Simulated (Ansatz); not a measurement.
Species, as SMILES: C#N (CH-N).
Atoms: C1, N2, H3. Bonds: C1-N2, C1-H3.

Basis-set convergence of the lowest harmonic wavenumber at CCSD(T) with Ansatz (a program for electronic structure). Each level at its own minimum, finite differences of forces, unscaled; the reference is a large set that could be run, not a limit. Cartesian d functions, on some or all atoms, in 6-31G*; all else is spherical. Cores are frozen. No added dispersion term, no relativity. Reference: the value in aug-pcseg-2, 735 cm⁻¹, itself unsure by roughly 16 cm⁻¹ (its mean distance from aug-cc-pVTZ, def2-TZVPPD). Deviations are taken from unrounded values. Cost is core time over that of def2-SVPD, rough, on shared machines of one kind.

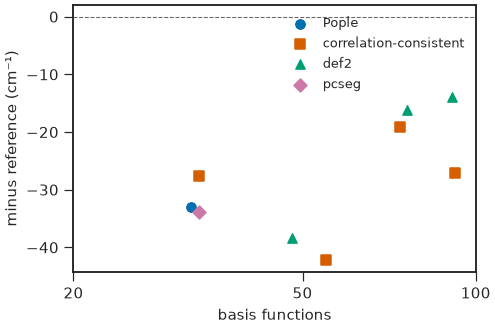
*Deviation from the reference against the number of basis functions, by family of sets.*

```tsv
basis	functions	lowest harmonic wavenumber (cm⁻¹)	minus reference (cm⁻¹)	cost
6-31G*	32	702	-33	0.4×
cc-pVDZ	33	707	-28	0.4×
pcseg-1	33	701	-34	0.4×
def2-SVPD	48	697	-38	1×
aug-cc-pVDZ	55	693	-42	2×
cc-pVTZ	74	716	-19	4×
def2-TZVPP	76	719	-16	4×
def2-TZVPPD	91	721	-14	7×
jun-cc-pV(T+d)Z	92	708	-27	8×
```
